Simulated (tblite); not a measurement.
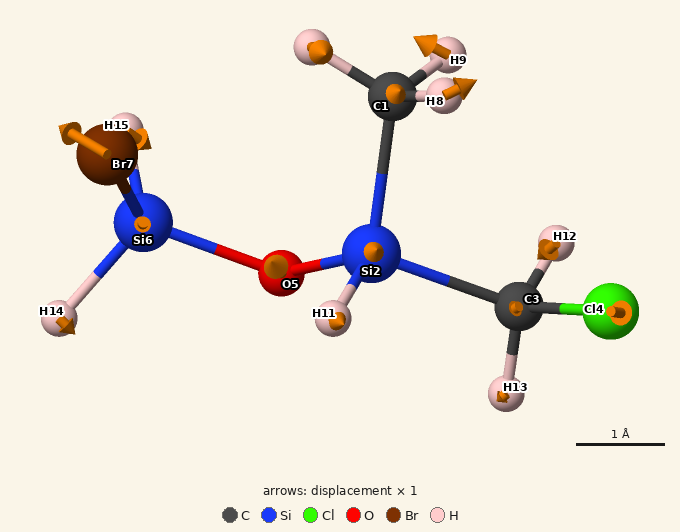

This is a relaxation of C2H8BrClOSi2. The starting structure is drawn; orange arrows show the displacements, at their true length. The two geometries are superimposed by the best rigid fit.

A ball-and-stick model, seen from a free direction.

All numbers below come from GFN2-xTB geometry optimisation, gas phase in tblite. 

Question: Describe the change and its energy.

Answer: Over 127 geometry steps the energy falls by 17.2 kcal/mol. The largest move after the best rigid fit is that of the Br atom, 0.90 Å. Largest moves by element: Br 0.90 Å, H 0.70 Å, O 0.53 Å, Cl 0.51 Å, C 0.29 Å, Si 0.28 Å. Among the contacts that change: Br–Si 3.347 → 3.901 Å, O–Si 1.689 → 1.608 Å, O–Si 1.696 → 1.638 Å, Br–Si 2.244 → 2.198 Å. Bond angles that change, for instance: Si–O–Si 115.6° → 149.6°, H–Si–H 106.9° → 118.6°, O–Si–H 112.9° → 106.0°.
